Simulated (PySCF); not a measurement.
# C3H7N2O+: excited-state relaxation

Aim: compute the excited-state relaxation of C3H7N2O+ (`N/C=C(/O)C=[NH2+]`).

Programs: PySCF 2.14.0, with routines of our own; each step states its level. All values are computed. Atoms count from 0.

### Step 1. The system as given

13 atoms, charge 1, multiplicity 1; geometry from: CAM-B3LYP/def2-SVP.

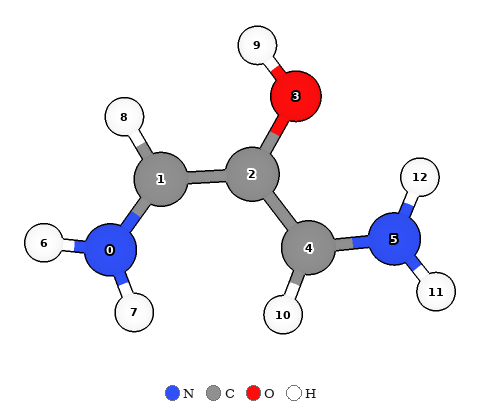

The starting geometry (nitrogen blue, carbon grey, oxygen red, hydrogen white).

### Step 2. Excited-state relaxation: TDA CAM-B3LYP/def2-SVP

The job: settings as JSON, then the geometry in Å.

```
{"job": {"kind": "xopt", "state": "S1", "method": "TDA", "freq": false, "xc": "CAM-B3LYP", "basis": "def2-SVP", "grid": 1}, "charge": 1, "multiplicity": 1}
N      0.627691     0.571814     2.014369
C      0.538987     0.996018     0.760287
C      0.075314     0.328524    -0.363836
O      0.044825     0.894682    -1.604193
C     -0.406125    -0.982270    -0.345993
N     -0.836183    -1.563443    -1.441155
H      0.991416     1.186695     2.734245
H      0.351976    -0.356138     2.314962
H      0.885939     2.024849     0.611831
H      0.361139     1.805863    -1.622558
H     -0.441688    -1.566127     0.576242
H     -1.188707    -2.514802    -1.444531
H     -0.814422    -1.042968    -2.317175
```

With the program's defaults for keys left out, this is: TDA CAM-B3LYP/def2-SVP excited-state geometry optimisation, gas phase.

Command:

```console
OMP_NUM_THREADS=1 python excited_run.py task.json out
```

This one command runs all jobs of the session in turn.

Log:

```text
final grid: 48264 points
cycle   1  E = -302.5723050814  dE =  1.350e+00  |g| = 5.944e-01  |ddm| = 3.831e+00
cycle   2  E = -302.5514379476  dE =  2.087e-02  |g| = 7.117e-01  |ddm| = 1.156e+00
cycle   3  E = -302.6443540524  dE = -9.292e-02  |g| = 5.614e-02  |ddm| = 6.475e-01
cycle   4  E = -302.6448022016  dE = -4.481e-04  |g| = 3.238e-02  |ddm| = 7.285e-02
cycle   5  E = -302.6450401628  dE = -2.380e-04  |g| = 8.362e-03  |ddm| = 3.520e-02
cycle   6  E = -302.6450574999  dE = -1.734e-05  |g| = 8.944e-04  |ddm| = 9.167e-03
cycle   7  E = -302.6450577846  dE = -2.847e-07  |g| = 5.004e-04  |ddm| = 1.785e-03
cycle   8  E = -302.6450578503  dE = -6.561e-08  |g| = 1.375e-04  |ddm| = 6.745e-04
cycle   9  E = -302.6450578564  dE = -6.104e-09  |g| = 7.520e-05  |ddm| = 2.382e-04
cycle  10  E = -302.6450578578  dE = -1.419e-09  |g| = 1.637e-05  |ddm| = 9.294e-05
cycle  11  E = -302.6450578578  dE = -6.116e-11  |g| = 6.324e-06  |ddm| = 2.647e-05
converged SCF energy = -302.6450578578

vertical S1 at the ground-state geometry: 4.6111 eV
step    E(state)/Eh    max force   excitation/eV  root
  0    -302.47403251   0.048540     4.5882      1
  1    -302.47932167   0.016004     4.2137      1
  2    -302.48089778   0.008462     4.3080      1
  3    -302.48152400   0.013297     4.1810      1
  4    -302.48335168   0.013585     4.1795      1
  5    -302.48811605   0.012822     3.8267      1
  6    -302.49779183   0.029191     2.7509      1
  7    -302.55031192   0.060221     0.7713      1
optimisation not converged (near crossing with ground state)
```

It took 2.3 min on 1 thread of Intel Xeon Platinum 8259CL at 2.50GHz, shared host; peak memory 0.68 GiB.

**What went wrong.** The excited state lay within 0.8 eV of the ground state, the driver's bar for a possible crossing, so it stopped. The remedy is to use a multireference or spin-flip method there. Numbers from the part that failed are no properties of the molecule.

### Step 3. Excited-state relaxation: UKS CAM-B3LYP/def2-SVP

The job, as its differences from that of step 2:

```diff
@@ -1,2 +1,2 @@
-{"job": {"kind": "xopt", "state": "S1", "method": "TDA", "freq": false, "xc": "CAM-B3LYP", "basis": "def2-SVP", "grid": 1}, "charge": 1, "multiplicity": 1}
+{"job": {"kind": "xopt", "state": "T1", "method": "UKS", "freq": false, "xc": "CAM-B3LYP", "basis": "def2-SVP", "grid": 1}, "charge": 1, "multiplicity": 1}
 N      0.627691     0.571814     2.014369
```

With the program's defaults for keys left out, this is: UKS CAM-B3LYP/def2-SVP excited-state geometry optimisation, gas phase.

Log:

```text
final grid: 48264 points
cycle   1  E = -302.5723050814  dE =  1.350e+00  |g| = 5.944e-01  |ddm| = 3.831e+00
cycle   2  E = -302.5514379476  dE =  2.087e-02  |g| = 7.117e-01  |ddm| = 1.156e+00
cycle   3  E = -302.6443540524  dE = -9.292e-02  |g| = 5.614e-02  |ddm| = 6.475e-01
cycle   4  E = -302.6448022016  dE = -4.481e-04  |g| = 3.238e-02  |ddm| = 7.285e-02
cycle   5  E = -302.6450401628  dE = -2.380e-04  |g| = 8.362e-03  |ddm| = 3.520e-02
cycle   6  E = -302.6450574999  dE = -1.734e-05  |g| = 8.944e-04  |ddm| = 9.167e-03
cycle   7  E = -302.6450577846  dE = -2.847e-07  |g| = 5.004e-04  |ddm| = 1.785e-03
cycle   8  E = -302.6450578503  dE = -6.561e-08  |g| = 1.375e-04  |ddm| = 6.745e-04
cycle   9  E = -302.6450578564  dE = -6.104e-09  |g| = 7.520e-05  |ddm| = 2.382e-04
cycle  10  E = -302.6450578578  dE = -1.419e-09  |g| = 1.637e-05  |ddm| = 9.294e-05
cycle  11  E = -302.6450578578  dE = -6.116e-11  |g| = 6.324e-06  |ddm| = 2.647e-05
converged SCF energy = -302.6450578578

vertical T1 at the ground-state geometry: 1.9863 eV
step    E(state)/Eh    max force   <S^2>
  0    -302.57068807   0.059477    2.0065
  1    -302.57818891   0.019855    2.0065
  2    -302.58024931   0.009909    2.0064
  3    -302.58015042   0.011729    2.0065
  4    -302.58119572   0.002795    2.0064
  5    -302.58115264   0.002506    2.0064
  6    -302.58130813   0.000976    2.0064
  7    -302.58131450   0.001321    2.0065
  8    -302.58136654   0.000825    2.0065
  9    -302.58140634   0.000795    2.0065
 10    -302.58146787   0.001064    2.0065
 11    -302.58149192   0.002072    2.0065
 12    -302.58162276   0.000996    2.0065
 13    -302.58171912   0.001730    2.0065
 14    -302.58184644   0.001128    2.0065
 15    -302.58186180   0.002417    2.0066
 16    -302.58191967   0.001003    2.0066
 17    -302.58193125   0.000645    2.0066
 18    -302.58193983   0.000252    2.0066
optimisation converged
vertical emission 1.3897 eV, adiabatic 1.7175 eV, Stokes shift 0.5966 eV, reorganisation 0.2688 (excited) and 0.3279 eV (ground)
```

It took 3.5 min on 1 thread of Intel Xeon Platinum 8259CL at 2.50GHz, shared host; peak memory 0.67 GiB.

From this job:

| quantity | value |
| --- | --- |
| vertical gap at the ground-state geometry, T1 | 1.99 eV |
| adiabatic energy, T1 | 1.72 eV |
| vertical gap at the relaxed geometry, T1 | 1.39 eV |
| difference of the two gaps, T1 | 0.60 eV |
| geometry moved (RMSD), T1 | 0.243 Å |

Bonds of the start that changed most:

| bond | start (Å) | end (Å) |
| --- | --- | --- |
| C2–O3 | 1.364 | 1.314 |
| C1–C2 | 1.387 | 1.430 |
| C4–N5 | 1.312 | 1.343 |
| C2–C4 | 1.397 | 1.422 |
| N0–C1 | 1.327 | 1.350 |
| O3–H9 | 0.965 | 0.972 |

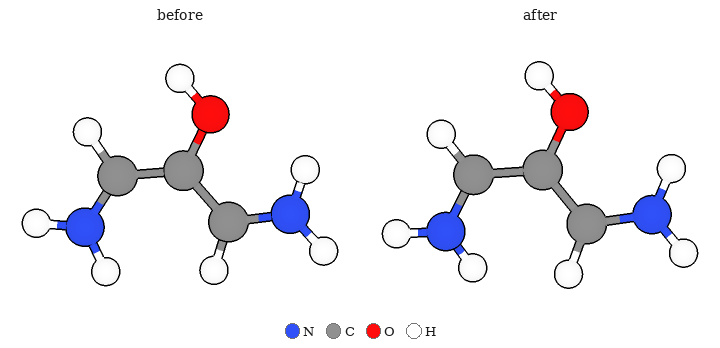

Before and after.

Mulliken spin populations:

N0 0.34; C1 0.50; C2 0.31; O3 0.16; C4 0.40; N5 0.37; H6 -0.01; H7 -0.01; H8 -0.02; H9 0.00; H10 -0.02; H11 -0.01; H12 -0.01

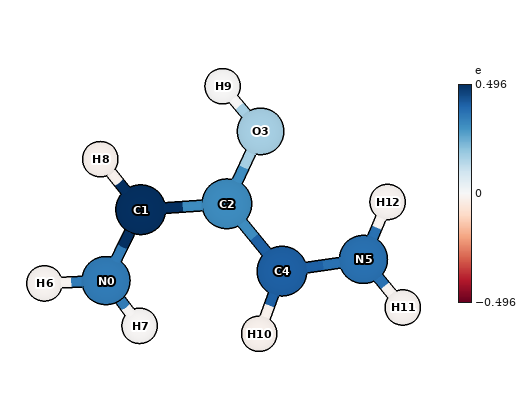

Mulliken spin populations, as colours on the atoms.

### Step 4. Results

| quantity | value |
| --- | --- |
| vertical gap at the ground-state geometry, T1 (step 3, UKS CAM-B3LYP/def2-SVP) | 1.99 eV |
| adiabatic energy, T1 (step 3, UKS CAM-B3LYP/def2-SVP) | 1.72 eV |
| vertical gap at the relaxed geometry, T1 (step 3, UKS CAM-B3LYP/def2-SVP) | 1.39 eV |
| difference of the two gaps, T1 (step 3, UKS CAM-B3LYP/def2-SVP) | 0.60 eV |
| runs | 1 failed, 0 ended on unsound input |

What this shows: Where no frequencies were run, the relaxed excited state may be a saddle. In step 3 (excited-state relaxation), among the bonds C2–O3 changes most, from 1.364 to 1.314 Å. The atoms move far more than that, so angles or torsions carry the main change.
